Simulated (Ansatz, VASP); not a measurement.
**ErCdCu4 in two plane-wave programs**

Wanted: the spread between two codes on one cell, functional and k mesh.

Main program and level: Ansatz 0.2.0; plane waves, with VASP 6.6.1 beside it; single point at PBEsol.

In doubt: a part-filled 4f shell, where there is one, can sit in one of many states, so energies may not be the lowest and differences between runs may mislead; derivatives with an open 4f shell can jump between states, which bears on forces and vibrations.

## (1) Starting point

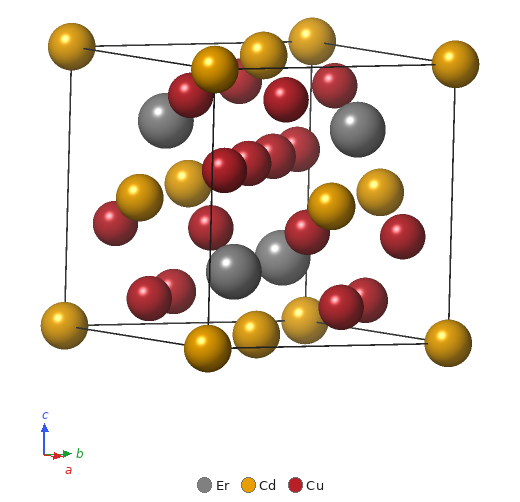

The cell as given, slightly off an axis (erbium grey, cadmium orange, copper red). This picture shows the conventional cell, with its axes. Some periodic images of atoms are drawn too.

## (2) Ansatz: single point, PBEsol

Ansatz runs on its default PAW (the set named soft_2) files.

With cell and atoms fixed, the geometry can't cause a difference; cores, projectors, grids and the points listed under the comparison can.

Contents of input.yaml:

```yaml
crystal:
  lattice:
    - [0.0, 3.5885, 3.5885]
    - [3.5885, 0.0, 3.5885]
    - [3.5885, 3.5885, 0.0]
  atoms:
    - { symbol: Er, position: [0.25, 0.25, 0.25], spin: 3.0 }
    - { symbol: Cd, position: [0.0, 0.0, 0.0] }
    - { symbol: Cu, position: [0.12278, 0.62574, 0.62574], spin: -0.6 }
    - { symbol: Cu, position: [0.62574, 0.62574, 0.62574], spin: -0.6 }
    - { symbol: Cu, position: [0.62574, 0.62574, 0.12278], spin: -0.6 }
    - { symbol: Cu, position: [0.62574, 0.12278, 0.62574], spin: -0.6 }
hamiltonian:
  xc: pbesol
  pseudopotentials: { kind: paw }
magnetization:
  spin_polarized: true
kpoints:
  mp_grid: { grid: [4, 4, 4] }
scf:
  occupations: { method: methfessel_paxton, width: 0.05 }
  n_extra_bands: 9
output:
  forces: true
  stress: true
  eigenvalues: true
```

The run is started by

```
> ansatz run input.yaml --threads 4 --pin off --max-ram 9216MiB --backend cpu --events-out ev --progress --plain --runs-dir out
```

Numbers of over 12 decimals in the logs are rounded to 6 here.

Output:

```text
Warning: the band count 68 (scf.n_extra_bands) hosts the net moment |M| = 0.6000 μB (N_el = 118) but caps the reachable moment at 2·n_bands − N_el = 18.0000 μB, below the 75 bands that the automatic rule leaves for it — a moment growing past the seed, or the majority channel's smearing tail, pins there with fewer empty majority states than that count leaves; raise or omit scf.n_extra_bands unless the cap is intended
scf.n_extra_bands = 9 over 59 filled bands (N_el = 118.0): the run solves 68 bands
Engine: ansatz 0.2.0, aarch64-unknown-linux-gnu
Pseudopotentials: kind: paw
Pseudopotential: Er, paw, valence charge 22, recommended cutoff 420 eV (normal), Er.paw.azcp
Pseudopotential: Cd, paw, valence charge 20, recommended cutoff 420 eV (normal), Cd.paw.azcp
Pseudopotential: Cu, paw, valence charge 19, recommended cutoff 420 eV (normal), Cu.paw.azcp
Functional definition: PBEsol
  exchange = pbesol_x
  correlation = pbesol_c
Crystal: 6 atoms, lattice volume = 92.421 Å³
Basis set: ecut = 420 eV, 1807 PW (Γ), exchange–correlation on 72×72×72 points (8 copies of the dense FFT grid, shifted against one another)
Bands: 68, of which v1, the nominal top of the filled ones, is band 59 counted from 1 (58 counted from 0)
Symmetry: 24 space group operations
Space group: F-43m (ITA 216), of the structure as read, at distance tolerance 4.5e-5 Å
Magnetic group: BNS 216.74 (UNI 1576), of the structure as read, at distance tolerance 4.5e-5 Å
k-points: 8 of 64 (time reversal used)
Non-local potential: Er, projectors of the file, l = 0: 3, l = 1: 2, l = 2: 2, l = 3: 3
Non-local potential: Cd, projectors of the file, l = 0: 3, l = 1: 2, l = 2: 2, l = 3: 1
Non-local potential: Cu, projectors of the file, l = 0: 3, l = 1: 2, l = 2: 3, l = 3: 1
PAW form: soft (Blöchl's): semilocal exchange-correlation on the pseudo side does not see the compensation charge
PAW frozen core: Er, regenerated for the run's functional, and the local potential with it (the file was generated under x = pbe(κ = 0.804, μ = 0.219515), c = pbe(β = 0.066725))
PAW frozen core: Cd, regenerated for the run's functional, and the local potential with it (the file was generated under x = pbe(κ = 0.804, μ = 0.219515), c = pbe(β = 0.066725))
PAW frozen core: Cu, regenerated for the run's functional, and the local potential with it (the file was generated under x = pbe(κ = 0.804, μ = 0.219515), c = pbe(β = 0.066725))
PAW one-centre angular grid: Er, 590 points (default); XC on 64 Gauss nodes
PAW one-centre angular grid: Cd, 590 points (default); XC on 64 Gauss nodes
PAW one-centre angular grid: Cu, 590 points (default); XC on 64 Gauss nodes
Initial density: superposition of atomic densities (chi_scale 0.1, normalization cell, long waves kept (reshape's long-wave potential 0.00 eV rms))
Starting moments: Σ|m| = 5.4 μB on 5 of 6 sites
Initial wavefunctions: pseudopotential atomic-orbital guess
Functional: x = pbesol(κ = 0.804, μ = 0.123457), c = pbesol(β = 0.046)
SCF iter   1: F=—  HF=-46528.653253 eV  |F-HF|=—  |Δ(HF+E_count)|=         —  Δρ=2.37e-1 (↑2.34e-1 ↓2.37e-1)  dr2=1.66e2  dr2_m=2.30e-1  M=1.942 μB ∫|m|=2.828 μB  β_m=0.30  ethr=3.10e-3  ⟨swp⟩=5.2  Hψ=4268  notcnv=0  defer=1
Mixer restart at iter 1: flushing history
preconditioner: auto → Kerker (q_TF=auto, 2.842 Å⁻¹)  [metal: Δε(μ)=0.010 eV  Ē_g=6.876 eV  σ=0.050 eV  W_gap=0.11  n_scr=26 (ndim 8)  ℏωp=33.7 eV  f_vac=0.000  D(μ)=27.07/eV (n_scr^D=608)]
spin=Collinear: Kerker preconditioning applied to the charge; magnetization (m = ρ↑ − ρ↓) channel mixes plain (no charge-response kernel on spin).
SCF iter   2: F=—  HF=-46518.856503 eV  |F-HF|=—  |Δ(HF+E_count)|=    9.80e0  Δρ=7.07e-2 (↑7.07e-2 ↓6.70e-2)  dr2=8.27e0  dr2_m=9.12e-2  M=2.159 μB ∫|m|=2.846 μB  β_m=0.27  ethr=3.10e-3  ⟨swp⟩=4.0  Hψ=3049  notcnv=0  defer=28
SCF iter   3: F=—  HF=-46514.523069 eV  |F-HF|=—  |Δ(HF+E_count)|=    4.33e0  Δρ=2.51e-2 (↑2.15e-2 ↓2.51e-2)  dr2=3.06e0  dr2_m=5.14e-2  M=1.991 μB ∫|m|=2.766 μB  β_m=0.40  ethr=3.10e-3  ⟨swp⟩=3.0  Hψ=2436  notcnv=0  defer=27
SCF iter   4: F=—  HF=-46513.597542 eV  |F-HF|=—  |Δ(HF+E_count)|=   9.26e-1  Δρ=1.49e-2 (↑1.42e-2 ↓1.49e-2)  dr2=1.10e0  dr2_m=1.29e-2  M=2.194 μB ∫|m|=2.581 μB  β_m=0.58  ethr=2.59e-3  ⟨swp⟩=2.8  Hψ=1902  notcnv=0  defer=25
SCF iter   5: F=—  HF=-46513.564274 eV  |F-HF|=—  |Δ(HF+E_count)|=   3.33e-2  Δρ=1.46e-2 (↑1.46e-2 ↓1.29e-2)  dr2=3.85e-1  dr2_m=8.20e-3  M=2.538 μB ∫|m|=2.551 μB  β_m=0.79  ethr=9.35e-4  ⟨swp⟩=2.9  Hψ=2228  notcnv=0  defer=27
SCF iter   6: F=—  HF=-46513.636263 eV  |F-HF|=—  |Δ(HF+E_count)|=   7.20e-2  Δρ=1.62e-2 (↑9.25e-3 ↓1.62e-2)  dr2=5.35e-1  dr2_m=1.62e-2  M=2.744 μB ∫|m|=2.753 μB  β_m=0.61  ethr=3.26e-4  ⟨swp⟩=3.2  Hψ=2308  notcnv=0  defer=26
SCF iter   7: F=—  HF=-46513.628175 eV  |F-HF|=—  |Δ(HF+E_count)|=   8.09e-3  Δρ=7.63e-3 (↑3.44e-3 ↓7.63e-3)  dr2=1.35e-1  dr2_m=9.44e-3  M=2.782 μB ∫|m|=2.790 μB  β_m=0.81  ethr=3.26e-4  ⟨swp⟩=3.3  Hψ=2113  notcnv=0  defer=26
SCF iter   8: F=—  HF=-46513.644131 eV  |F-HF|=—  |Δ(HF+E_count)|=   1.60e-2  Δρ=4.41e-3 (↑1.36e-3 ↓4.41e-3)  dr2=4.27e-2  dr2_m=2.40e-3  M=2.800 μB ∫|m|=2.807 μB  β_m=0.90  ethr=1.14e-4  ⟨swp⟩=2.2  Hψ=1397  notcnv=0  defer=26
[...]
preconditioner: auto → Kerker (q_TF=auto, 2.842 Å⁻¹)  [metal: Δε(μ)=0.004 eV  Ē_g=8.140 eV  σ=0.050 eV  W_gap=0.06  n_scr=26 (ndim 8)  ℏωp=33.7 eV  f_vac=0.000  D(μ)=11.57/eV (n_scr^D=168)]
spin=Collinear: Kerker preconditioning applied to the charge; magnetization (m = ρ↑ − ρ↓) channel mixes plain (no charge-response kernel on spin).
[...]
SCF iter  18: F=-46513.679922 eV  HF=-46513.679922 eV  |F-HF|=1.03e-8  |Δ(HF+E_count)|=   2.08e-8  S|Δr|=    0.00e0  Δρ=3.47e-6 (↑1.45e-6 ↓3.47e-6)  dr2=9.83e-9  dr2_m=3.08e-9  M=2.560 μB ∫|m|=2.675 μB  ethr=8.47e-11  ⟨swp⟩=8.9  Hψ=4671  notcnv=0
SCF 4 converged in 18 iterations: F = -46513.679922 eV  dr2 = 9.83e-9
iter 1 solved again at ethr=2.73e-10 eV; its pass at ethr=3.10e-3 eV (dr2=3.22e-7 eV) is discarded
SCF iter   1: F=—  HF=-46513.829469 eV  |F-HF|=—  |Δ(HF+E_count)|=         —  Δρ=1.61e-6 (↑1.12e-6 ↓1.61e-6)  dr2=4.92e-9  dr2_m=2.80e-10  M=2.729 μB ∫|m|=2.730 μB  β_m=0.30  ethr=2.73e-10  ⟨swp⟩=6.4  Hψ=9548  notcnv=0
preconditioner: auto → Kerker (q_TF=auto, 2.842 Å⁻¹)  [metal: Δε(μ)=0.049 eV  Ē_g=8.154 eV  σ=0.100 eV  W_gap=0.12  n_scr=26 (ndim 8)  ℏωp=33.7 eV  f_vac=0.000  D(μ)=8.05/eV (n_scr^D=112)]
spin=Collinear: Kerker preconditioning applied to the charge; magnetization (m = ρ↑ − ρ↓) channel mixes plain (no charge-response kernel on spin).
SCF iter   2: F=-46513.829469 eV  HF=-46513.829469 eV  |F-HF|=1.62e-7  |Δ(HF+E_count)|=   2.75e-9  Δρ=1.20e-5 (↑1.29e-6 ↓1.20e-5)  dr2=1.30e-7  dr2_m=3.10e-8  M=2.729 μB ∫|m|=2.730 μB  ethr=4.17e-12  ⟨swp⟩=4.2  Hψ=3912  notcnv=0
SCF 5 converged in 2 iterations: F = -46513.829469 eV  dr2 = 1.30e-7
Symmetry: 3 space group operations
k-points: 14 of 64 (time reversal used)
iter 1 solved again at ethr=1.10e-10 eV; its pass at ethr=8.47e-7 eV (dr2=1.30e-7 eV) is discarded
SCF iter   1: F=—  HF=-46513.829469 eV  |F-HF|=—  |Δ(HF+E_count)|=         —  Δρ=1.20e-5 (↑1.29e-6 ↓1.20e-5)  dr2=1.30e-7  dr2_m=3.10e-8  M=2.729 μB ∫|m|=2.730 μB  ethr=1.10e-10  ⟨swp⟩=1.0  Hψ=8092  notcnv=0
preconditioner: auto → Kerker (q_TF=auto, 2.842 Å⁻¹)  [metal: Δε(μ)=0.049 eV  Ē_g=8.154 eV  σ=0.100 eV  W_gap=0.12  n_scr=26 (ndim 8)  ℏωp=33.7 eV  f_vac=0.000  D(μ)=8.04/eV (n_scr^D=112)]
spin=Collinear: Kerker preconditioning applied to the charge; magnetization (m = ρ↑ − ρ↓) channel mixes plain (no charge-response kernel on spin).
SCF iter   2: F=—  HF=-46513.829318 eV  |F-HF|=—  |Δ(HF+E_count)|=   1.50e-4  Δρ=1.80e-3 (↑3.61e-4 ↓1.80e-3)  dr2=3.53e-3  dr2_m=6.37e-4  M=2.747 μB ∫|m|=2.747 μB  ethr=8.47e-7  ⟨swp⟩=2.0  Hψ=7535  notcnv=0
SCF iter   3: F=—  HF=-46513.829306 eV  |F-HF|=—  |Δ(HF+E_count)|=   1.25e-5  Δρ=1.40e-4 (↑7.59e-5 ↓1.40e-4)  dr2=3.73e-5  dr2_m=2.62e-6  M=2.729 μB ∫|m|=2.730 μB  ethr=8.47e-7  ⟨swp⟩=1.8  Hψ=4218  notcnv=0
SCF iter   4: F=—  HF=-46513.829468 eV  |F-HF|=—  |Δ(HF+E_count)|=   1.62e-4  Δρ=2.46e-5 (↑5.17e-6 ↓2.46e-5)  dr2=7.23e-7  dr2_m=1.34e-7  M=2.729 μB ∫|m|=2.730 μB  ethr=5.17e-8  ⟨swp⟩=1.4  Hψ=3938  notcnv=0
SCF iter   5: F=-46513.829469 eV  HF=-46513.829469 eV  |F-HF|=5.61e-9  |Δ(HF+E_count)|=   6.48e-7  Δρ=1.88e-6 (↑7.91e-7 ↓1.88e-6)  dr2=5.69e-9  dr2_m=5.04e-10  M=2.729 μB ∫|m|=2.730 μB  ethr=8.47e-11  ⟨swp⟩=2.1  Hψ=4985  notcnv=0
an SCF along what the orbitals of the run's state read of its open shells (or to have them read: on a GPU, or by another smearing), with 21 of the crystal's symmetry operations given up (14 k-points in place of 8), reached no lower state that the run goes on to. This is no proof of a minimum
this state was not tested for a lower state beside it, because cold or Methfessel-Paxton smearing, or corrected tetrahedra, fill the levels in a way that the test cannot read (fill_not_monotonic; see scf.lower_state_search)
SCF converged after 18 iterations
Magnetization: 2.5597 μB (60.2798 up, 57.7202 down)
Absolute magnetization: 2.6733 μB (∫|ρ↑−ρ↓|, with the PAW one-centre terms)
Spin contamination: 0.2525 ħ² per cell (⟨S²⟩ above its minimum at these occupations)
Per-site moments (μB) at R_I (Å): [(2.601493, 1.228030), (-0.00812028, 1.226709), (-0.00589289, 1.040503), (-0.00589289, 1.040503), (-0.00589289, 1.040503), (-0.00589289, 1.040503)]
Free energy (F): -46513.679922 eV
Harris-Foulkes:  -46513.679922 eV  (|F-HF|=1.03e-8)
Internal energy: -46513.676829 eV  (E = F + TS)
E sigma→0 (E₀):  -46513.679149 eV
Entropy (-TS):   -0.003093 eV (-0.516 meV/atom)
Fermi energy:    15.920200 eV
--- Per-component energies (eV) ---
  E_band       = -1754.329596
  E_kinetic    = 2087.648275
  E_local      = -23918.642095  (includes V_loc(G=0)·N_el)
  E_nonlocal   = 2265.893841
  E_hartree    = 10592.062457
  E_xc         = -728.379088
  E_vxc        = -914.065323  (∫ρ·V_xc dr)
  E_paw        = -17527.380995  (= ΣΔE_a)
  E_vpaw       = -2459.286335  (= ΣTr[D̂ρ^β])
  E_aug_tail   = 0.001070  (compensation charges beyond the density's cutoff)
  E_ewald      = -19287.015771
  E_core_change = 2.135477  (= ΣΔE_core)
  E_smearing   = -0.003093  (= −TS)
  E_closure    = 0.000000  (closes the sum)
  Σ components = -46513.679922   (vs F -46513.679922, Δ=0.00e0)
--- Forces (eV/Å), atoms counted from 1 ---
  atom   1  Er    -0.00000000    -0.00000000     0.00000000
  atom   2  Cd    -0.00000000     0.00000000     0.00000000
  atom   3  Cu    -0.01192496     0.01192496     0.01192496
  atom   4  Cu    -0.01192496    -0.01192496    -0.01192496
  atom   5  Cu     0.01192496     0.01192496    -0.01192496
  atom   6  Cu     0.01192496    -0.01192496     0.01192496
  max |Σ_I F_I| component: 6.25e-17 eV/Å
--- Stress (GPa, compression-positive) ---
       -3.865087      -0.000000      -0.000000
       -0.000000      -3.865087      -0.000000
       -0.000000      -0.000000      -3.865087
  P = ⅓ Tr σ = -3.8651 GPa (-38.651 kbar)
--- Band table (eV; the first three rows and the last of 16) ---
  k-point 0 ↑: bands = [... 55 lower, 14.4826, 14.4826, 15.4931, 15.4931, 15.4931, 15.8417, 17.2038, 17.2038, ... 5 higher]
  k-point 1 ↑: bands = [... 55 lower, 14.0369, 14.0498, 14.4825, 15.7321, 15.7357, 15.9360, 17.3662, 17.3664, ... 5 higher]
  k-point 2 ↑: bands = [... 55 lower, 13.9617, 13.9617, 14.4825, 15.8115, 16.0055, 16.0055, 17.8835, 17.8835, ... 5 higher]
  k-point 7 ↓: bands = [... 55 lower, 15.2793, 15.2825, 16.0263, 16.0653, 16.0950, 17.1711, 18.0732, 18.3801, ... 5 higher]
```

The job ended after 59 s (4 threads of Arm Neoverse V1, shared host; peak memory 0.88 GiB).

The run ends at a pressure of -3.87 GPa, with forces up to 0.021 eV/Å.

[end of part 1 of 2]

[Lines on the potential files, build, host, timing and source positions are cut from VASP's logs without a mark.]

[Logs are printed without paths, hosts, clocks, repeated set-up lines and the standing remarks that a program may print on its own settings, such as how far it seeks lower states.]

[Hosts, paths, dates, database ids (printed as entryN), source tags and the programs' standing remarks are cut or masked in the printed files.]
